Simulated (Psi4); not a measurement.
Run report: SiH$_{3}$SO, single-point calculation

System: SiH$_{3}$SO, multiplicity 2, SMILES O[SiH2][S].
Method: revB3LYP/jun-cc-pVTZ, UKS (Psi4 1.11).

The geometry comes from this level: PBE0-D4/def2-TZVP.

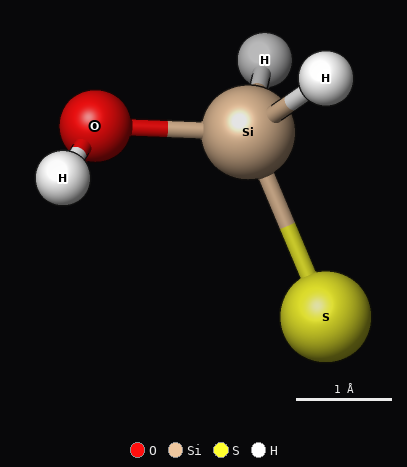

The structure as given in the input (ball-and-stick view, seen at a tilt). Bond lengths as drawn: H–O 0.96 Å, H–Si 1.48 to 1.49 Å, O–Si 1.64 Å and S–Si 2.11 Å.

**The input (job.json)**
```
{
 "schema_name": "qcschema_input",
 "schema_version": 1,
 "molecule": {
  "schema_name": "qcschema_molecule",
  "schema_version": 2,
  "symbols": ["O", "Si", "S", "H", "H", "H"],
  "geometry": [-0.95657936, -2.36744889, 0.13530439, 0.50512379, 0.35640235, 0.33561536, -1.63140056, 3.55098436, -0.75607942, -1.83360126, -2.7448272, -1.40444446, 2.70986726, 0.52609975, -1.40992466, 1.2861476, 0.55784715, 3.01203447],
  "molecular_charge": 0,
  "molecular_multiplicity": 2,
  "fix_symmetry": "c1"
 },
 "driver": "energy",
 "model": {
  "method": "revb3lyp",
  "basis": "jun-cc-pVTZ"
 },
 "keywords": {
  "reference": "uks",
  "scf_type": "mem_df",
  "dft_nuclear_scheme": "treutler"
 }
}
```

Machine: 1 thread of Intel Xeon @ 2.50GHz (Skylake/Cascade Lake), 192 GiB of memory available, shared host.

Run as:
```bash
psi4 --qcschema job.json -n 1 --memory 1600MB
```

**What the program printed**
```
Psi4 1.11 release

   => Loading Basis Set <=

    Name: JUN-CC-PVTZ
    Role: ORBITAL
    Keyword: BASIS

         ---------------------------------------------------------
                                   SCF
                              UKS Reference
                        1 Threads,   1525 MiB Core
         ---------------------------------------------------------

  ==> Geometry <==

    Molecular point group: c1
    Full point group: C1

    Geometry (in Bohr), charge = 0, multiplicity = 2:

       Center              X                  Y                   Z               Mass
    ------------   -----------------  -----------------  -----------------  -----------------
         O           -0.308862423222    -3.430702344290     0.292591403166    15.994914619570
         SI           1.152840726778    -0.706851104290     0.492902373166    27.976926534650
         S           -0.983683623222     2.487730905710    -0.598792406834    31.972071174400
         H           -1.185884323222    -3.808080654290    -1.247157446834     1.007825032230
         H            3.357584196778    -0.537153704290    -1.252637646834     1.007825032230
         H            1.933864536778    -0.505406304290     3.169321483166     1.007825032230

  Running in c1 symmetry.

  Rotational constants: A =      0.70278  B =      0.13065  C =      0.11526 [cm^-1]
  Rotational constants: A =  21068.80081  B =   3916.85911  C =   3455.35933 [MHz]
  Nuclear repulsion =  143.416104003592295

  Charge       = 0
  Multiplicity = 2
  Electrons    = 41
  Nalpha       = 21
  Nbeta        = 20

  ==> Algorithm <==

  SCF Algorithm Type is MEM_DF.
  DIIS enabled.
  MOM disabled.
  Fractional occupation disabled.
  Guess Type is SAD.
  Energy threshold   = 1.00e-06
  Density threshold  = 1.00e-06
  Integral threshold = 1.00e-12

  ==> Primary Basis <==

  Basis Set: JUN-CC-PVTZ
    Blend: JUN-CC-PVTZ
    Number of shells: 61
    Number of basis functions: 167
    Number of Cartesian functions: 188
    Spherical Harmonics?: true
    Max angular momentum: 3

  ==> DFT Potential <==

   => LibXC <=

    Version 7.1.2

   => Composite Functional: REVB3LYP <=

    revB3LYP Hyb-GGA Exchange-Correlation Functional

    Deriv               =              1
    GGA                 =           TRUE
    Meta                =          FALSE

    Exchange Hybrid     =           TRUE
    MP2 Hybrid          =          FALSE

   => Exchange Functionals <=

    0.1300   Slater exchange
    0.6700         Becke 88

   => Exact (HF) Exchange <=

    0.2000               HF

   => Correlation Functionals <=

    0.1600   Vosko, Wilk & Nusair (VWN5_RPA)
    0.8400   Lee, Yang & Parr

   => LibXC Density Thresholds  <==

    XC_HYB_GGA_XC_REVB3LYP:  1.00E-15

   => Molecular Quadrature <=

    Radial Scheme          =       TREUTLER
    Pruning Scheme         =           NONE
    Nuclear Scheme         =       TREUTLER

    Blocking Scheme        =         OCTREE
    BS radius alpha        =              1
    Pruning alpha          =              1
    Radial Points          =             75
    Spherical Points       =            302
    Total Points           =         132001
    Total Blocks           =           1058
    Max Points             =            253
    Max Functions          =            167
    Weights Tolerance      =       1.00E-15

   => Loading Basis Set <=

    Name: (JUN-CC-PVTZ AUX)
    Role: JKFIT
    Keyword: DF_BASIS_SCF

  ==> Integral Setup <==

  DFHelper Memory: AOs need 0.103 GiB; user supplied 0.570 GiB.
  SCF_SUBTYPE=INCORE selected. In-core MEM_DF algorithm will be used.
  Using in-core AOs.

  ==> MemDFJK: Density-Fitted J/K Matrices <==

    J tasked:                   Yes
    K tasked:                   Yes
    wK tasked:                   No
    Memory [MiB]:               584
    Algorithm:                 Core
    Schwarz Cutoff:           1E-12
    Mask sparsity (%):       0.0000
    Fitting Condition:        1E-10

   => Auxiliary Basis Set <=

  Basis Set: (JUN-CC-PVTZ AUX)
    Blend: JUN-CC-PVTZ-JKFIT
    Number of shells: 141
    Number of basis functions: 459
    Number of Cartesian functions: 551
    Spherical Harmonics?: true
    Max angular momentum: 4

  Cached 100.0% of DFT collocation blocks in 0.547 [GiB].

  Minimum eigenvalue in the overlap matrix is 4.3848361842E-04.
  Reciprocal condition number of the overlap matrix is 5.7598867668E-05.
    Using symmetric orthogonalization.

  ==> Pre-Iterations <==

  SCF Guess: Superposition of Atomic Densities via on-the-fly atomic UHF (no occupation information).

   -------------------------
    Irrep   Nso     Nmo
   -------------------------
     A        167     167
   -------------------------
    Total     167     167
   -------------------------

  ==> Iterations <==

                           Total Energy        Delta E     RMS |[F,P]|

   @DF-UKS iter SAD:  -764.05277655660689   -7.64053e+02   0.00000e+00
   @DF-UKS iter   1:  -764.31702431003873   -2.64248e-01   4.82982e-03 ADIIS/DIIS
   @DF-UKS iter   2:  -763.12388948442765    1.19313e+00   9.84163e-03 ADIIS/DIIS
   @DF-UKS iter   3:  -764.48455423964845   -1.36066e+00   1.95626e-03 ADIIS/DIIS
   @DF-UKS iter   4:  -764.54587655610101   -6.13223e-02   5.48258e-04 ADIIS/DIIS
   @DF-UKS iter   5:  -764.54944959332875   -3.57304e-03   2.18111e-04 ADIIS/DIIS
   @DF-UKS iter   6:  -764.55027007569413   -8.20482e-04   6.01155e-05 DIIS
   @DF-UKS iter   7:  -764.55033599763567   -6.59219e-05   1.54292e-05 DIIS
   @DF-UKS iter   8:  -764.55034829647639   -1.22988e-05   8.19196e-06 DIIS
   @DF-UKS iter   9:  -764.55035662590274   -8.32943e-06   5.59861e-06 DIIS
   @DF-UKS iter  10:  -764.55036599659104   -9.37069e-06   4.79731e-06 DIIS
   @DF-UKS iter  11:  -764.55038424151223   -1.82449e-05   3.24526e-06 DIIS
   @DF-UKS iter  12:  -764.55039276145317   -8.51994e-06   1.49990e-06 DIIS
   @DF-UKS iter  13:  -764.55039363981552   -8.78362e-07   5.56225e-07 DIIS
  Energy and wave function converged.

  ==> Post-Iterations <==

   Electrons on quadrature grid:
      Nalpha   =   21.0000013217 ; deviation = 1.322e-06
      Nbeta    =   20.0000020696 ; deviation = 2.070e-06
      Ntotal   =   41.0000033913 ; deviation = 3.391e-06

   @Spin Contamination Metric:   3.978931819E-03
   @S^2 Expected:                7.500000000E-01
   @S^2 Observed:                7.539789318E-01
   @S   Expected:                5.000000000E-01
   @S   Observed:                5.000000000E-01

    Orbital Energies [Eh]
    ---------------------

    Alpha Occupied:

       1A    -88.888722     2A    -66.156650     3A    -19.137959
       4A     -7.959256     5A     -5.931867     6A     -5.919359
       7A     -5.915219     8A     -5.315604     9A     -3.676398
      10A     -3.675352    11A     -3.674286    12A     -1.024493
      13A     -0.729874    14A     -0.577478    15A     -0.476421
      16A     -0.406260    17A     -0.395917    18A     -0.355483
      19A     -0.327376    20A     -0.307037    21A     -0.281812

    Alpha Virtual:

      22A     -0.019895    23A      0.000675    24A      0.007035
      25A      0.021952    26A      0.030635    27A      0.042285
      28A      0.052657    29A      0.058018    30A      0.065178
      31A      0.068033    32A      0.081669    33A      0.101330
      34A      0.114358    35A      0.126026    36A      0.137666
      37A      0.149861    38A      0.157705    39A      0.163332
      40A      0.167602    41A      0.189275    42A      0.200731
      43A      0.205267    44A      0.214113    45A      0.229446
      46A      0.254123    47A      0.260180    48A      0.269273
      49A      0.285818    50A      0.343297    51A      0.365611
      52A      0.375990    53A      0.395733    54A      0.398427
      55A      0.420893    56A      0.432751    57A      0.471164
      58A      0.511696    59A      0.525815    60A      0.532545
      61A      0.546178    62A      0.556996    63A      0.564929
      64A      0.584167    65A      0.606671    66A      0.622524
      67A      0.631422    68A      0.644130    69A      0.676679
      70A      0.680137    71A      0.714491    72A      0.733509
      73A      0.746866    74A      0.810533    75A      0.860778
      76A      0.903222    77A      0.947177    78A      0.959803
      79A      1.005268    80A      1.040438    81A      1.074008
      82A      1.083928    83A      1.103323    84A      1.118268
      85A      1.138911    86A      1.177936    87A      1.205704
      88A      1.293046    89A      1.326305    90A      1.339256
      91A      1.350413    92A      1.374399    93A      1.379923
      94A      1.412890    95A      1.431177    96A      1.490152
      97A      1.504725    98A      1.612587    99A      1.626477
     100A      1.640032   101A      1.689475   102A      1.726029
     103A      1.732817   104A      1.762480   105A      1.777141
     106A      1.811147   107A      1.821534   108A      1.849186
     109A      1.910805   110A      1.959803   111A      1.985968
     112A      2.039018   113A      2.070300   114A      2.111852
     115A      2.179860   116A      2.230475   117A      2.297165
     118A      2.318994   119A      2.407136   120A      2.431061
     121A      2.513061   122A      2.936259   123A      2.974183
     124A      3.050738   125A      3.179145   126A      3.252006
     127A      3.298007   128A      3.310605   129A      3.361291
     130A      3.395370   131A      3.434541   132A      3.536406
     133A      3.598658   134A      3.642490   135A      3.670844
     136A      3.686956   137A      3.786460   138A      3.865184
     139A      3.893041   140A      3.908084   141A      3.934759
     142A      3.998686   143A      4.059348   144A      4.077157
     145A      4.138510   146A      4.183302   147A      4.263498
     148A      4.279317   149A      4.424107   150A      4.583823
     151A      4.607328   152A      4.671082   153A      5.118678
     154A      5.294032   155A      5.303116   156A      5.474272
     157A      5.510950   158A      5.856020   159A      6.535752
     160A      6.570853   161A      6.618214   162A      6.636535
     163A      6.707283   164A      6.759111   165A      7.125766
     166A      7.458569   167A     11.943027

    Beta Occupied:

       1A    -88.883575     2A    -66.156809     3A    -19.138058
       4A     -7.954013     5A     -5.916223     6A     -5.914775
       7A     -5.912033     8A     -5.315795     9A     -3.676675
      10A     -3.675526    11A     -3.674481    12A     -1.024665
      13A     -0.693880    14A     -0.573897    15A     -0.469987
      16A     -0.403770    17A     -0.390069    18A     -0.344849
      19A     -0.318003    20A     -0.270038

    Beta Virtual:

      21A     -0.184316    22A     -0.019287    23A      0.002653
      24A      0.008159    25A      0.022537    26A      0.031377
      27A      0.043729    28A      0.056402    29A      0.062219
      30A      0.066056    31A      0.074000    32A      0.084058
      33A      0.106511    34A      0.116386    35A      0.127560
      36A      0.141437    37A      0.153846    38A      0.158802
      39A      0.168192    40A      0.173353    41A      0.190145
      42A      0.204325    43A      0.211801    44A      0.219923
      45A      0.232653    46A      0.258103    47A      0.264548
      48A      0.272706    49A      0.288994    50A      0.345833
      51A      0.370040    52A      0.379737    53A      0.398562
      54A      0.399918    55A      0.423386    56A      0.433125
      57A      0.490461    58A      0.518373    59A      0.532708
      60A      0.538375    61A      0.556654    62A      0.570604
      63A      0.583800    64A      0.588410    65A      0.621255
      66A      0.633949    67A      0.639797    68A      0.650552
      69A      0.681663    70A      0.684043    71A      0.716785
      72A      0.738089    73A      0.749492    74A      0.812482
      75A      0.864095    76A      0.906364    77A      0.951108
      78A      0.963408    79A      1.009118    80A      1.043349
      81A      1.075690    82A      1.085985    83A      1.104842
      84A      1.119090    85A      1.140970    86A      1.182469
      87A      1.209543    88A      1.295412    89A      1.330982
      90A      1.341841    91A      1.351758    92A      1.378057
      93A      1.382529    94A      1.415670    95A      1.432732
      96A      1.492559    97A      1.506762    98A      1.622095
      99A      1.661290   100A      1.679537   101A      1.706229
     102A      1.755339   103A      1.764019   104A      1.782489
     105A      1.788767   106A      1.821372   107A      1.843952
     108A      1.859883   109A      1.914501   110A      1.972500
     111A      2.015002   112A      2.044971   113A      2.080052
     114A      2.115382   115A      2.192135   116A      2.243509
     117A      2.301876   118A      2.322997   119A      2.410755
     120A      2.435198   121A      2.518443   122A      2.938203
     123A      2.977760   124A      3.051121   125A      3.181620
     126A      3.256570   127A      3.300522   128A      3.315136
     129A      3.364342   130A      3.396934   131A      3.438536
     132A      3.541654   133A      3.603367   134A      3.647499
     135A      3.674505   136A      3.689390   137A      3.789295
     138A      3.869794   139A      3.894855   140A      3.910199
     141A      3.937722   142A      4.004440   143A      4.063626
     144A      4.081181   145A      4.144369   146A      4.183813
     147A      4.266998   148A      4.281528   149A      4.426217
     150A      4.593832   151A      4.609991   152A      4.676355
     153A      5.118946   154A      5.294008   155A      5.303224
     156A      5.474195   157A      5.511167   158A      5.857023
     159A      6.535573   160A      6.570770   161A      6.618013
     162A      6.636327   163A      6.707115   164A      6.759015
     165A      7.125698   166A      7.458477   167A     11.942933

    Final Occupation by Irrep:
              A
    DOCC [    20 ]
    SOCC [     1 ]
    NA   [    21 ]
    NB   [    20 ]

  @DF-UKS Final Energy:  -764.55039363981552

   => Energetics <=

    Nuclear Repulsion Energy =            143.4161040035922952
    One-Electron Energy =               -1342.0458526242396147
    Two-Electron Energy =                 479.2207952086298519
    DFT Exchange-Correlation Energy =     -45.1414402277981210
    Empirical Dispersion Energy =           0.0000000000000000
    VV10 Nonlocal Energy =                  0.0000000000000000
    Total Energy =                       -764.5503936398155247

  UHF NO Occupations:
  HONO-2 :   19  A 1.9997336
  HONO-1 :   20  A 1.9987249
  HONO-0 :   21  A 1.0000000
  LUNO+0 :   22  A 0.0012751
  LUNO+1 :   23  A 0.0002664
  LUNO+2 :   24  A 0.0002327
  LUNO+3 :   25  A 0.0001867

Computation Completed

Properties will be evaluated at   0.000000,   0.000000,   0.000000 [a0]

Properties computed using the SCF density matrix

 Multipole Moments:

 ------------------------------------------------------------------------------------
     Multipole            Electronic (a.u.)      Nuclear  (a.u.)        Total (a.u.)
 ------------------------------------------------------------------------------------

 L = 1.  Multiply by 2.5417464519 to convert [e a0] to [Debye]
 Dipole X            :         -1.9691935            2.0354972            0.0663038
 Dipole Y            :          2.1475427           -2.3884804           -0.2409377
 Dipole Z            :         -0.6536355            0.3302123           -0.3234232
 Magnitude           :                                                    0.4087171

 ------------------------------------------------------------------------------------

	total time  =         31 seconds =       0.52 minutes

    Psi4 run time: 0:00:31.35
```

**File result.json**
```
{
 "driver": "energy",
 "model": {
  "method": "revb3lyp",
  "basis": "jun-cc-pVTZ"
 },
 "success": true,
 "return_result": -764.5503936398155,
 "properties": {
  "calcinfo_nbasis": 167,
  "calcinfo_nmo": 167,
  "calcinfo_nalpha": 21,
  "calcinfo_nbeta": 20,
  "calcinfo_natom": 6,
  "nuclear_repulsion_energy": 143.4161040035923,
  "return_energy": -764.5503936398155,
  "scf_one_electron_energy": -1342.0458526242396,
  "scf_two_electron_energy": 479.22079520862985,
  "scf_xc_energy": -45.14144022779812,
  "scf_dipole_moment": [0.06630375409853562, -0.24093767943283284, -0.32342317517501207],
  "scf_total_energy": -764.5503936398155,
  "scf_iterations": 13
 }
}
```

**Results in brief**

```csv
quantity,value
outcome,converged
total energy,−764.550394 hartree
basis functions,167
⟨S²⟩,0.754
dipole moment,1.04 D
wall time,34 s
peak memory,0.95 GiB
```

**Remarks**

Settings chosen away from the usual ones: dft_nuclear_scheme set to treutler.
